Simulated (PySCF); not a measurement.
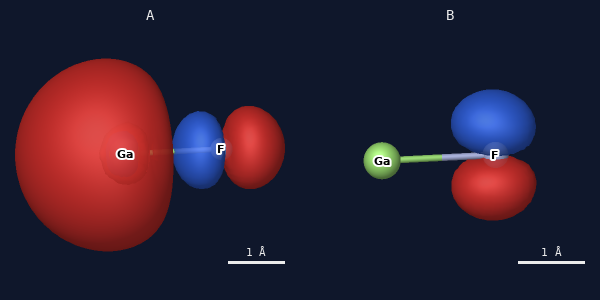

Figure 1: GaF. Two frontier orbitals, each drawn at the value that holds 80 % of its norm (red and blue are the two phases), in no order; of a degenerate pair one member is drawn.

All numbers below come from PBE0/def2-TZVPP, non-relativistic Hamiltonian with scalar-relativistic core potentials where named, at a bond length of 1.792 Å in PySCF 2.14.0.

**Name the orbitals and rank them from lowest to highest energy.**

Orbital B: π, occupied, −10.44 eV; mainly on F (90 %).
Orbital A: σ, occupied, −7.80 eV; mainly on Ga (80 %).
